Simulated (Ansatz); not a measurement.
Ca2PdS3

```
Ca Pd S
1.0
     6.63212    0.00000    0.00000
    -3.31606    5.74358    0.00000
     0.00000    0.00000   10.16762
Ca Pd S
6 3 9
Direct
  0.00000 0.00000 0.15852
  0.66667 0.33333 0.49186
  0.33333 0.66667 0.82519
  0.66667 0.33333 0.17481
  0.33333 0.66667 0.50814
  0.00000 0.00000 0.84148
  0.33333 0.66667 0.16667
  0.00000 0.00000 0.50000
  0.66667 0.33333 0.83333
  0.50000 0.00000 0.00000
  0.16667 0.33333 0.33333
  0.83333 0.66667 0.66667
  0.50000 0.50000 0.00000
  0.16667 0.83333 0.33333
  0.83333 0.16667 0.66667
  0.00000 0.50000 0.00000
  0.66667 0.83333 0.33333
  0.33333 0.16667 0.66667
```

Space group R-3m; a structure from a database of computed crystals, not necessarily the ambient phase; started from the Mg2SiNi3-166 prototype, which need not be the ambient phase.

Theory: DFT, r2SCAN+rVV10, plane waves, PAW in Ansatz.

Core electrons are frozen (PAW), and the valence fields are smoothed inside the atomic spheres.

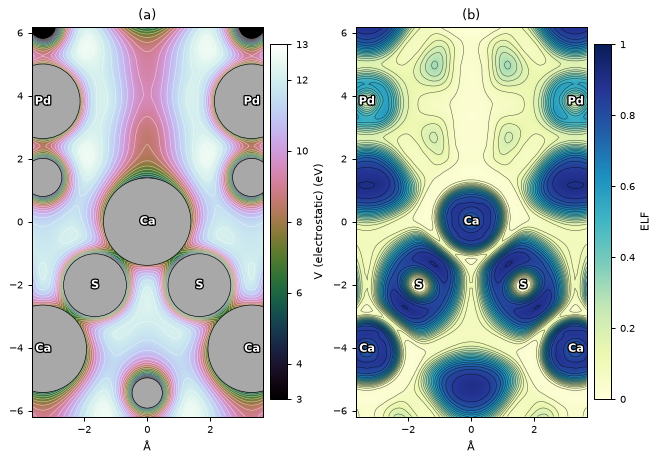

Figure 1. (a) electrostatic potential energy of an electron; (b) ELF on the (011) plane of the conventional cell. Grey discs cover the atomic cores in the potential map.

**Interpret the plot.**

- The plane passes through Ca, Pd and S nuclei.
- Atoms just off the plane (S, 0.8 Å away) can leave unmarked features too.
- Ca–S (2.61 Å): the ELF peaks at about 0.90 in the valence shell of S, 0.8 Å from its nucleus, and is about 0.35 at the midpoint; an ionic contact with no shared pair.
- The features right at Ca and Pd lie inside the PAW spheres, where the map follows smoothed inner orbitals and isn't to be read closely.
- Outside the cores the potential energy rises away from the atoms and is highest about 1.8 Å from the nearest atoms; its zero is arbitrary.

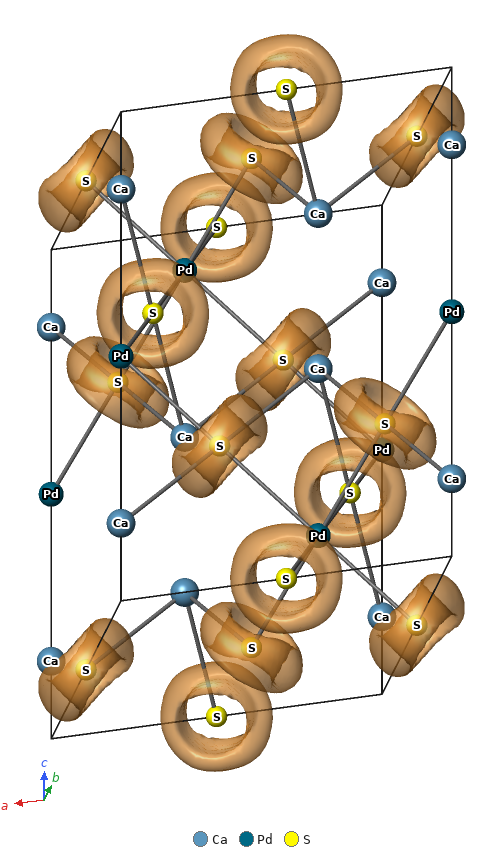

Figure 2. Isosurface of the ELF at 0.85 (orange), seen at an oblique angle. Core shells and regions of very low density are left out. Sticks mark near contacts.

**Describe the localisation domains.**

The surface consists of nine regions wrapped around S (the valence shell of each), counted in one cell of 18 atoms. Any copies at cell faces, edges or corners count once. Profiles from the grid: Pd–S (2.56 Å): the ELF peaks at about 0.80 in the valence shell of S, 0.8 Å from its nucleus, and drops to about 0.20 between the two atoms.
